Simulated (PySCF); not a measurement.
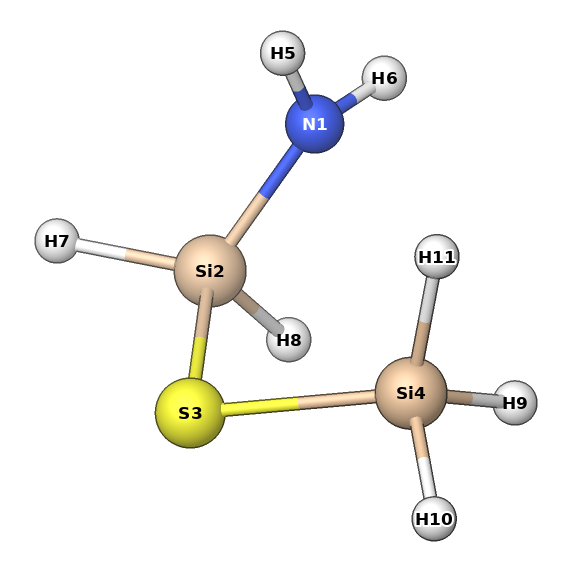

Computed geometry: PBE0-D3(BJ)/def2-SVP optimisation. No frequency run is at hand to confirm it as a minimum. Properties computed with delta-SCF UKS SCAN, pcX-2 on the ionised atom, pcseg-1 elsewhere, spin-free X2C (PySCF 2.14.0).

Give the core-electron binding energies (to vacuum; p and d levels without spin–orbit splitting) of N1 1s, Si2 1s, Si2 2p, S3 1s, S3 2p, Si4 1s, Si4 2p.

```
atom  level  binding energy (eV)
  N1     1s                405.0
 Si2     1s               1847.3
 Si2     2p                107.6
  S3     1s               2476.3
  S3     2p                168.9
 Si4     1s               1846.9
 Si4     2p                107.3
```
